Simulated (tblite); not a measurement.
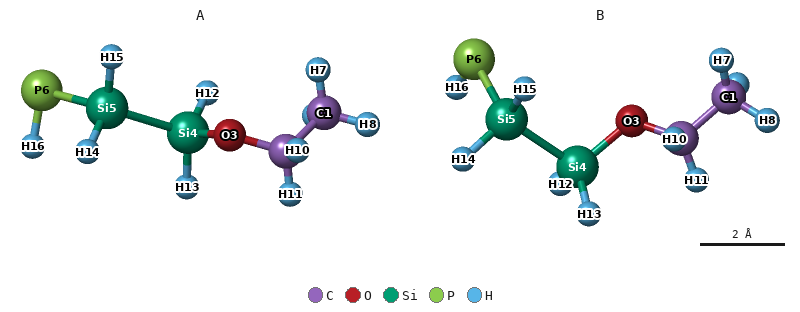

Two geometries of C2H10OPSi2 (multiplicity 2), drawn at one scale. One is the start of a relaxation, the other its converged end. Style: ball-and-stick. Shown at a tilt.

Method: tblite, GFN2-xTB geometry optimisation, gas phase. 

Which of the two is the end point?

Answer. Structure A is the relaxed one. Over 267 geometry steps the energy falls by 0.819 eV. An H atom moves most after the best rigid fit: 2.44 Å. By element the largest moves are H 2.44 Å, O 1.17 Å, P 1.10 Å, Si 0.91 Å, C 0.68 Å. Among the contacts that change: O–Si 1.708 → 1.616 Å, Si–Si 2.246 → 2.310 Å, P–Si 2.150 → 2.209 Å, C–H 1.130 → 1.086 Å. Among the angles between lasting bonds that change: C–O–Si 114.6° → 130.3°, Si–P–H 109.0° → 94.3°, Si–Si–H 106.2° → 115.7°. Groups turn about C–O by about 110°, Si–Si by about 100°, O–Si by about 50°. Cost: 1.7 s on 1 thread of Arm Neoverse V2, on a shared host.
